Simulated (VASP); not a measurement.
Band structure of Hf₃Si (relaxed from the A15 structure, space group Pm-3n). Computed with PBEsol GGA, VASP's PBE PAW potentials (set 64) (plane waves; VASP).

Unless said otherwise, spin-orbit coupling is left out, though it shifts the bands of the heavy elements here.

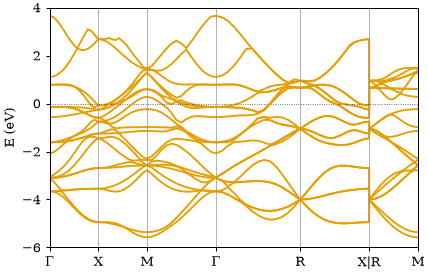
Figure: Bands along high-symmetry lines, zero at the valence-band maximum or, without a gap, the Fermi level

Read the plot: is there a gap, and where are the band edges?

It has no gap at this level: it comes out as a metal or semimetal. (Edges off the drawn lines would not show.)

The structure was generated: Hf3Si was put into the A15 type (Pm-3n), which need not be its known phase. It was relaxed first, which changed the volume by -16 %.
